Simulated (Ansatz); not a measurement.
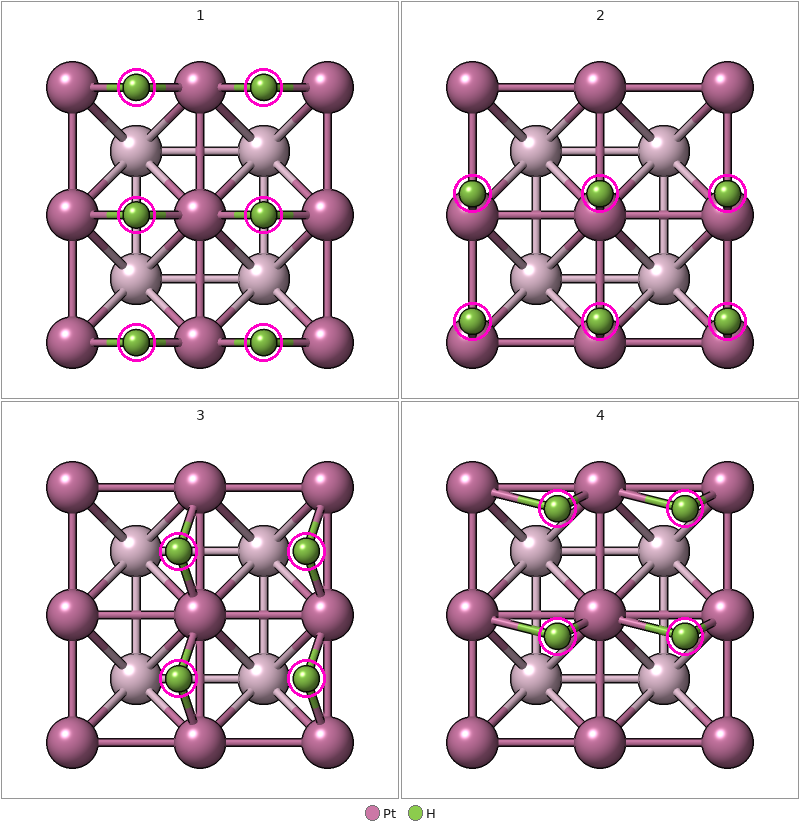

H on a Pt(100) slab cut from the Fm-3m phase, its upper half relaxed before the scan (3 atoms of substrate and one adsorbate in a 1 × 1 cell). H is moved over the surface cell; relaxed at each place: the height of the adsorbate's atoms; substrate rigid; the origin of the map has the adsorbate above Pt3. Places are given modulo a cell vector. The map is drawn in real space over the plane of the surface. Grid: 6 × 6 points; 10 points were computed and 26 follow by symmetry. All energies are given in meV relative to the lowest grid point. With one adsorbate in each 1 × 1 cell, its nearest image is 2.8 Å away, so neighbouring adsorbates interact. Method: DFT PBEsol, scalar-relativistic, plane waves, PAW (Ansatz). Settings: cutoff 420 eV, k-mesh 10×10×1, gaussian smearing 0.1 eV, no spin polarisation.

The numbered pictures are structures from this grid. Rings mark the moved atoms.

Rank them by energy, lowest first.

Answer. 1, at a bridge site between two Pt atoms, (3/6, 0/6) of the cell vectors: 0 meV; 3, at (5/6, 3/6) of the cell vectors [nearest 2 Pt at 1.77 Å]: 67 meV; 4, at (4/6, 5/6) of the cell vectors [nearest 1 Pt at 1.60 Å]: 206 meV; 2, at (0/6, 1/6) of the cell vectors [nearest 1 Pt at 1.56 Å]: 245 meV.

The map, with the structures marked:

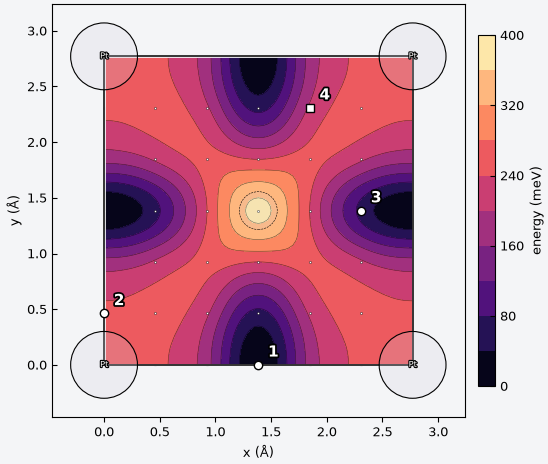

Drawn: filled contours, dots at the grid points, labelled circles for the atoms of the top layer and small ones for the second layer, the outline of one cell of the plane. Between grid points the surface is interpolated.

PAW datasets: the set soft_1.
